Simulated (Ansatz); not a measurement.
Cu2 (SMILES [Cu][Cu])

Input file:

```
crystal:
  periodic: [false, false, false]
  atoms:
    - {symbol: Cu, position_ang: [0.000000, 0.000000, -0.032437]}
    - {symbol: Cu, position_ang: [-0.000000, -0.000000, 2.252137]}
basis:
  gaussian: {orbitals: def2-TZVPP}
hamiltonian: {xc: pbe0, dispersion: d4}
output: {orbitals: {seedname: orbitals}}
```

Launched as:

```sh
ansatz run in.yaml --threads 4 --pin off --events-out ev --progress --plain --max-ram 10444MiB
```

Geometry: PBE0-D4/def2-TZVP.

The calculation used RKS PBE0-D4/def2-TZVPP (Ansatz).

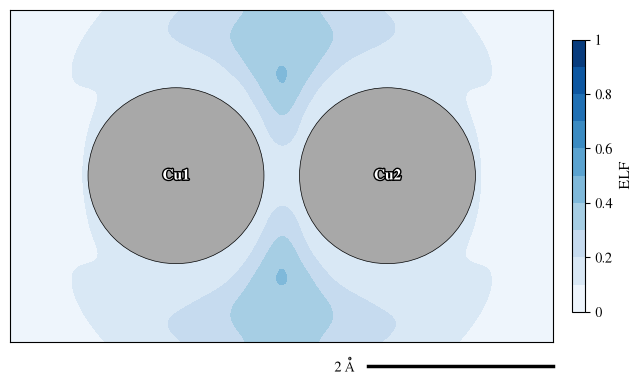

Figure 1. ELF on a plane that holds the molecular axis. Grey discs cover the atomic cores.

Interpret the plot.

Answer.
- The section cuts through Cu sites.
- Cu–Cu (2.28 Å): the ELF is about 0.15 at the midpoint.

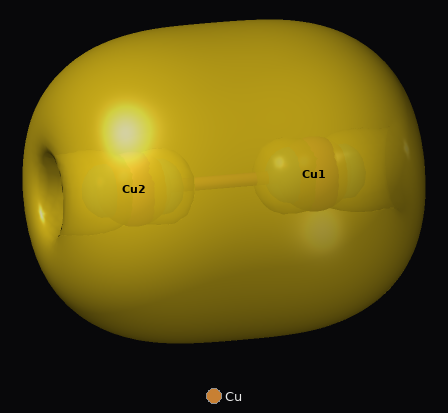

Figure 2. The HOMO at ±0.08 Å⁻³ᐟ² (yellow and cyan are the two phases), seen from one side.

Describe this orbital and give its energy.

Answer. By Hirshfeld shares it lies mainly on Cu1 (about 50 %) and Cu2 (about 50 %); it is of σ type; it is gerade (even under inversion). Its energy is −5.72 eV.
